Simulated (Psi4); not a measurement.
# DLPNO-MP2/def2-SVP (density fitting, density fitting for correlation, pno convergence loose, sweep point 1) run of C2F4 (tetrafluoroethylene)

Aim: the energy change on altering one bond length of C2F4 (tetrafluoroethylene) at DLPNO-MP2/def2-SVP (density fitting, density fitting for correlation, pno convergence loose, sweep point 1), from 2 runs. 

The results are computed with Psi4 1.11.

### 1 The molecule

The species is C2F4 (6 atoms), meant as a singlet with charge 0. SMILES: `FC(F)=C(F)F`. Geometry: relaxed at PBE0-D4/def2-TZVP.

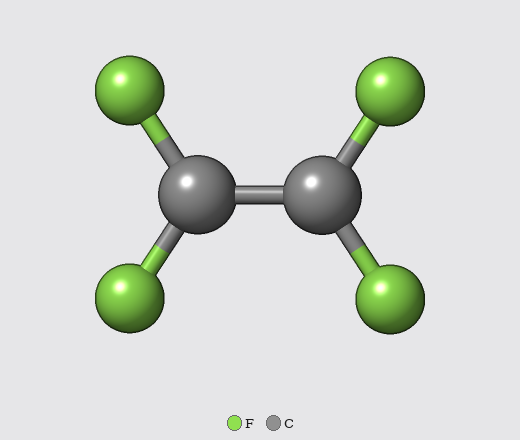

Viewed from a chosen angle; fluorine green, carbon grey.

### 2 A single-point energy at DLPNO-MP2/def2-SVP (density fitting, density fitting for correlation, pno convergence loose, sweep point 1)

input.in reads:

```
memory 1600 mb

molecule {
  0 1
  F      2.20946778    -2.14389429    -1.33792610
  C      0.38266954    -1.20980266     0.04856596
  F     -0.63778257    -2.87351755     1.57281905
  C     -0.35602440     1.16936253    -0.07766774
  F      0.66423873     2.83326638    -1.60173186
  F     -2.18301162     2.10345415     1.30882431
  units au
  symmetry c1
}

set globals {
  reference       rhf
  puream          true
  scf_type        df
  num_frozen_docc 6
  pno_convergence loose
}

energy('dlpno-mp2/def2-SVP')
```

Launch:

```bash
psi4 -n 1 input.in input.out
```

input.out, cut to the lines that bear on the results:

```text
[...]
  Running in c1 symmetry.
[...]
  Nuclear repulsion =  245.555220822946922
[...]
  Multiplicity = 1
[...]
  Nalpha       = 24
  Nbeta        = 24
[...]
    Number of basis functions: 84
[...]
   @DF-RHF iter   1:  -472.96035156793926   -4.11879e-01   5.28586e-03 ADIIS/DIIS
[...]
    Orbital Energies [Eh]
    ---------------------
    Doubly Occupied:
       1A    -26.361665     2A    -26.361557     3A    -26.361512
       4A    -26.361460     5A    -11.450881     6A    -11.449153
       7A     -1.713655     8A     -1.697137     9A     -1.647346
      10A     -1.635613    11A     -1.096741    12A     -0.917208
      13A     -0.872632    14A     -0.850073    15A     -0.811849
      16A     -0.798163    17A     -0.769350    18A     -0.743174
      19A     -0.719717    20A     -0.713580    21A     -0.698636
      22A     -0.682426    23A     -0.679562    24A     -0.404613
[...]
  @DF-RHF Final Energy:  -473.03700777671639
   => Energetics <=
    Nuclear Repulsion Energy =            245.5552208229469215
    One-Electron Energy =               -1145.5890464532383248
    Two-Electron Energy =                 426.9968178535750098
    Total Energy =                       -473.0370077767163934
[...]
 Multipole Moments:
 ------------------------------------------------------------------------------------
     Multipole            Electronic (a.u.)      Nuclear  (a.u.)        Total (a.u.)
 ------------------------------------------------------------------------------------
 L = 1.  Multiply by 2.5417464519 to convert [e a0] to [Debye]
 Dipole X            :          0.0001515            0.0000453            0.0001968
 Dipole Y            :         -0.0000782           -0.0000226           -0.0001009
 Dipole Z            :         -0.0001146           -0.0000226           -0.0001373
 Magnitude           :                                                    0.0002603
[...]
  @LMP2 iter   6:  -0.978606076869 -1.259e-08  2.093e-07
[...]
```

It took 4.5 s on 1 thread of Intel Xeon Platinum 8259CL at 2.50GHz (Skylake/Cascade Lake), shared host; peak memory 0.28 GiB.

### 3 The distorted shape

job.inp reads:

```
memory 1.6 GB

molecule molecule1 {
  F      1.69936645    -2.97579708    -0.57593750
  C     -0.12743179    -2.04170546     0.81055456
  F     -1.14788390    -3.70542034     2.33480765
  C     -0.86612573     0.33745973     0.68432085
  F      0.66423873     2.83326638    -1.60173186
  F     -2.69311295     1.27155136     2.07081291
  units bohr
  symmetry c1
}

set basis def2-SVP
set puream true
set scf_type df
set num_frozen_docc 6
set pno_convergence loose

energy("dlpno-mp2")
```

Launch:

```bash
psi4 job.inp job.out -n 1
```

job.out, cut to the lines that bear on the results:

```text
[...]
  Running in c1 symmetry.
[...]
  Nuclear repulsion =  227.884536253423875
[...]
  Multiplicity = 1
[...]
  Nalpha       = 24
  Nbeta        = 24
[...]
    Number of basis functions: 84
[...]
   @DF-RHF iter   1:  -472.71978801950462   -8.82026e-01   6.96886e-03 DIIS/ADIIS
[...]
    Orbital Energies [Eh]
    ---------------------
    Doubly Occupied:
       1A    -26.405955     2A    -26.404316     3A    -26.391701
       4A    -26.283535     5A    -11.510680     6A    -11.495547
       7A     -1.742473     8A     -1.706135     9A     -1.674955
      10A     -1.467030    11A     -1.131470    12A     -0.937014
      13A     -0.876498    14A     -0.858792    15A     -0.831707
      16A     -0.784847    17A     -0.772496    18A     -0.746885
      19A     -0.742845    20A     -0.719781    21A     -0.612897
      22A     -0.609014    23A     -0.559974    24A     -0.458562
[...]
  @DF-RHF Final Energy:  -472.88199937557863
   => Energetics <=
    Nuclear Repulsion Energy =            227.8845362534238745
    One-Electron Energy =               -1110.0828538311930060
    Two-Electron Energy =                 409.3163182021904731
    Total Energy =                       -472.8819993755786300
[...]
 Multipole Moments:
 ------------------------------------------------------------------------------------
     Multipole            Electronic (a.u.)      Nuclear  (a.u.)        Total (a.u.)
 ------------------------------------------------------------------------------------
 L = 1.  Multiply by 2.5417464519 to convert [e a0] to [Debye]
 Dipole X            :         -0.2651279           -0.0610730           -0.3262009
 Dipole Y            :         -0.7566643           -0.0996979           -0.8563622
 Dipole Z            :          0.5073361            0.0912758            0.5986119
 Magnitude           :                                                    1.0945773
[...]
  @LMP2 iter   6:  -1.013537067656 -6.501e-08  7.672e-07
[...]
```

Run time: 4.5 s. Hardware: 1 thread of Intel Xeon Platinum 8259CL at 2.50GHz (Skylake/Cascade Lake), shared host; peak memory 0.28 GiB.

### 4 Summary of results

At DLPNO-MP2/def2-SVP (density fitting, density fitting for correlation, pno convergence loose, sweep point 1), 6 core orbitals frozen:

| quantity | value |
| --- | --- |
| first shape: total energy | -474.01589 Eh |
| first shape: HOMO energy (Hartree–Fock orbitals) | -11.01 eV |
| first shape: LUMO energy (Hartree–Fock orbitals) | 5.08 eV |
| first shape: HOMO–LUMO gap (Hartree–Fock orbitals) | 16.09 eV |
| first shape: correlation energy (6 core orbitals frozen) | -978.9 mEh |
| distorted shape: total energy | -473.89577 Eh |
| distorted shape: HOMO energy (Hartree–Fock orbitals) | -12.48 eV |
| distorted shape: LUMO energy (Hartree–Fock orbitals) | 0.30 eV |
| distorted shape: HOMO–LUMO gap (Hartree–Fock orbitals) | 12.78 eV |
| distorted shape: correlation energy (6 core orbitals frozen) | -1013.8 mEh |
| energy change with the C4–F5 bond stretched from 1.310 to 1.966 Å | 3.269 eV |

What this shows: With the C4–F5 bond stretched from 1.310 to 1.966 Å the energy rises by 3.27 eV (75 kcal/mol). The first shape isn't relaxed at this level, so the change isn't measured from a minimum.
